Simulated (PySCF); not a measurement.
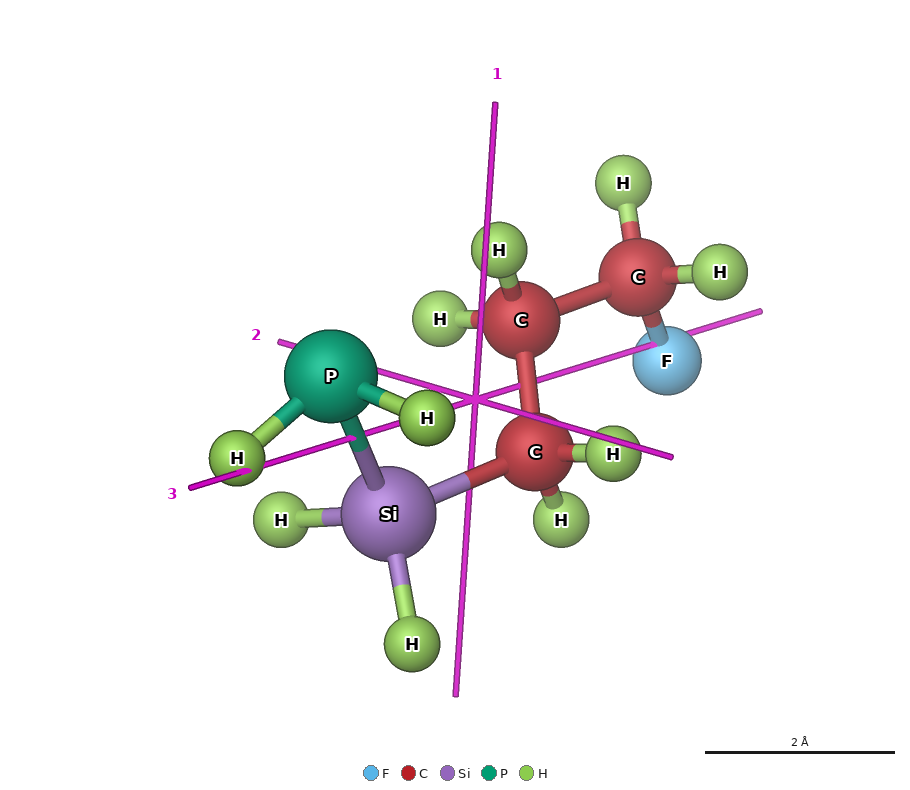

The three principal axes of inertia are drawn and numbered. Distant atoms are faded towards the background colour. Computed geometry: PBE0-D3(BJ)/def2-SVP optimisation. No frequency run is at hand to confirm it as a minimum. Masses are those of the most abundant isotopes; constants are for the rigid equilibrium geometry.

Which line is the a axis (least moment of inertia), which b and which c?

Answer. a is line 3, b is line 1, c is line 2; the moments are 99.6, 618, 686 u Å².

Classify the rotor and give the rotational constants (MHz).

Answer. An asymmetric top (C1): A = 5075, B = 818, C = 737 MHz. Ray's parameter κ is −0.96, close to the prolate limit.
